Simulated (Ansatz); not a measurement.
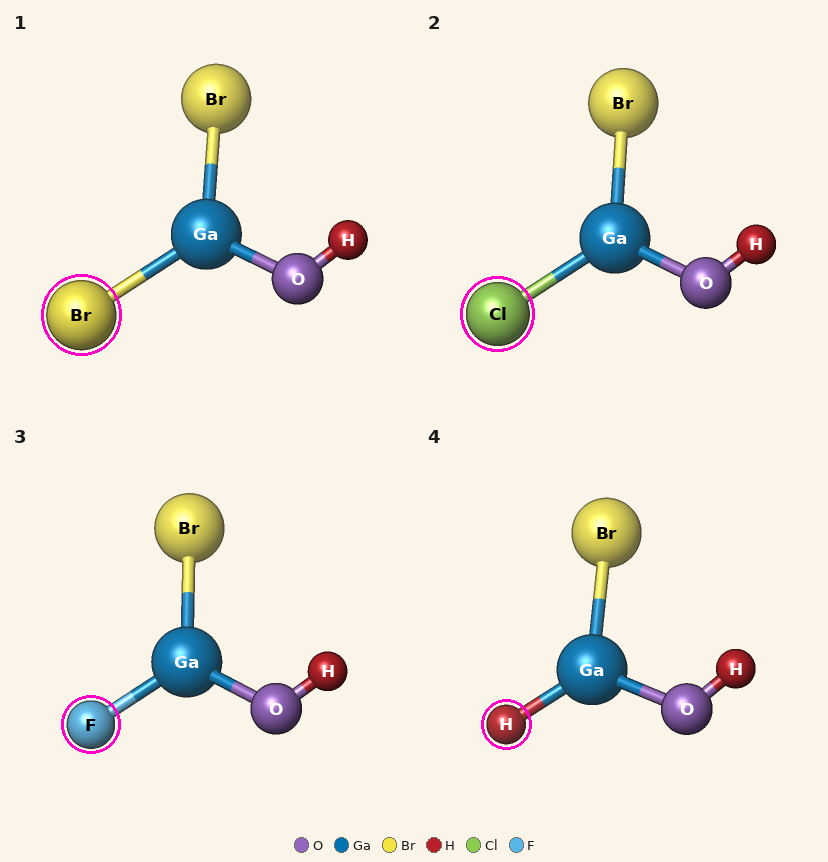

4 molecules with one skeleton, seen from the same side and at one scale; the atom that differs is circled. Each species is neutral and a spin singlet. Computed geometries: PBE0-D4/def2-TZVP optimisations, one conformation each. Properties computed with Ansatz 0.2.0.

One atom differs, called X below: Br in panel 1, Cl in panel 2, F in panel 3, H in panel 4. Their formulas are Br2GaHO (`[OH][Ga]([Br])[Br]`), BrClGaHO (`[OH][Ga]([Cl])[Br]`), BrFGaHO (`[OH][Ga]([F])[Br]`), BrGaH2O (`[OH][GaH][Br]`).

Question: Rank them by the dipole moment, lowest first (r2SCAN-D4/def2-TZVPP).

Answer: 4 (H), 1 (Br), 2 (Cl), 3 (F).

Question: Rank them by the HOMO energy (Kohn–Sham orbital), lowest first (CAM-B3LYP-D4/def2-TZVPP).

Answer: 3 (F), 2 (Cl), 1 (Br), 4 (H).

Give the values. With PBE0-D4/def2-TZVP: length of X–Ga (Å), angle O–Ga–X (°), harmonic zero-point energy (kJ/mol). With CAM-B3LYP-D4/def2-TZVPP: HOMO energy (Kohn–Sham orbital) (eV), HOMO–LUMO gap (eV). With r2SCAN-D4/def2-TZVPP: dipole moment (D).

| quantity | 1 (Br) | 2 (Cl) | 3 (F) | 4 (H) |
| --- | --- | --- | --- | --- |
| length of X–Ga (Å) | 2.255 | 2.112 | 1.734 | 1.543 |
| angle O–Ga–X (°) | 118.3 | 118.0 | 116.6 | 121.8 |
| HOMO energy (Kohn–Sham orbital) (eV) | −10.04 | −10.24 | −10.43 | −9.80 |
| HOMO–LUMO gap (eV) | 9.22 | 9.52 | 9.60 | 9.45 |
| dipole moment (D) | 1.26 | 1.55 | 2.28 | 0.40 |
| harmonic zero-point energy (kJ/mol) | 40.9 | 41.9 | 44.0 | 56.5 |
